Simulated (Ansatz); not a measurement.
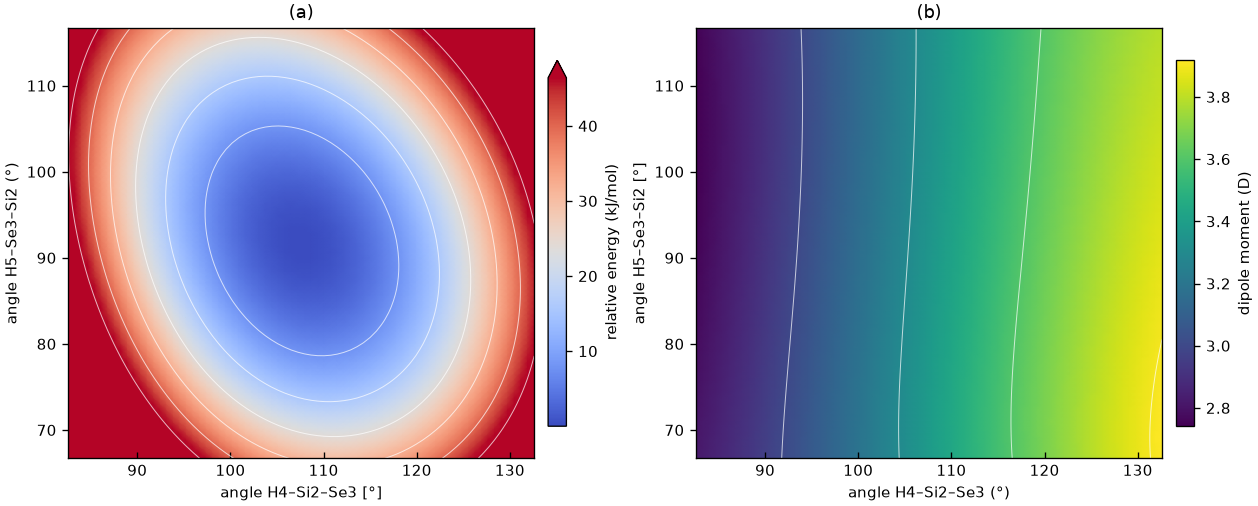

H2OSeSi, SMILES O=[SiH][SeH]. Coordinates scanned: (1) angle H4–Si2–Se3; (2) angle H5–Se3–Si2. Nothing is relaxed (all other coordinates rigid). Grid: 13 × 13 points. Energies are in kJ/mol, from the lowest grid point. Method: RKS B3LYP-D4/def2-TZVP (Ansatz 0.2.0).

Panel (a) is the energy; panel (b) is the computed dipole moment, in D.

In the figure: a smooth colour map with a few white contour lines, one colour for all values above the top of the scale. Between grid points the surface is interpolated.

How does the dipole moment vary over the map, and what is it at the lowest grid point?

Leaving out the highest fifth of the energies, it runs from 2.74 D at angle H4–Si2–Se3 = 82.6°, angle H5–Se3–Si2 = 100.1° to 3.90 D at angle H4–Si2–Se3 = 132.6°, angle H5–Se3–Si2 = 79.2°. At the lowest grid point, angle H4–Si2–Se3 = 107.6°, angle H5–Se3–Si2 = 91.7°, it is 3.36 D.

```
angle H5–Se3–Si2 ↓, angle H4–Si2–Se3 →  82.6  86.8  91.0  95.1  99.3  103.5  107.6  111.8  116.0  120.1  124.3  128.5  132.6
                                 116.7  2.75  2.84  2.93  3.03  3.13   3.23   3.33   3.43   3.53   3.61   3.69   3.75   3.79
                                 112.6  2.75  2.83  2.93  3.03  3.13   3.23   3.33   3.43   3.53   3.62   3.69   3.76   3.80
                                 108.4  2.74  2.83  2.93  3.03  3.13   3.23   3.34   3.44   3.53   3.62   3.70   3.77   3.82
                                 104.2  2.74  2.83  2.93  3.03  3.13   3.24   3.34   3.44   3.54   3.63   3.71   3.78   3.83
                                 100.1  2.74  2.83  2.93  3.03  3.13   3.24   3.34   3.45   3.55   3.64   3.72   3.79   3.84
                                  95.9  2.75  2.84  2.93  3.03  3.14   3.25   3.35   3.45   3.55   3.64   3.73   3.80   3.85
                                  91.7  2.75  2.84  2.94  3.04  3.14   3.25   3.36   3.46   3.56   3.65   3.74   3.81   3.87
                                  87.6  2.76  2.85  2.95  3.05  3.15   3.26   3.36   3.47   3.57   3.66   3.75   3.82   3.88
                                  83.4  2.77  2.86  2.95  3.05  3.16   3.26   3.37   3.47   3.58   3.67   3.76   3.83   3.89
                                  79.2  2.78  2.87  2.96  3.06  3.16   3.27   3.38   3.48   3.58   3.68   3.77   3.84   3.90
                                  75.1  2.79  2.88  2.97  3.07  3.17   3.28   3.38   3.49   3.59   3.68   3.77   3.85   3.91
                                  70.9  2.81  2.89  2.98  3.07  3.17   3.28   3.38   3.49   3.59   3.69   3.78   3.85   3.92
                                  66.7  2.82  2.90  2.98  3.07  3.17   3.28   3.38   3.49   3.59   3.68   3.77   3.85   3.92
```
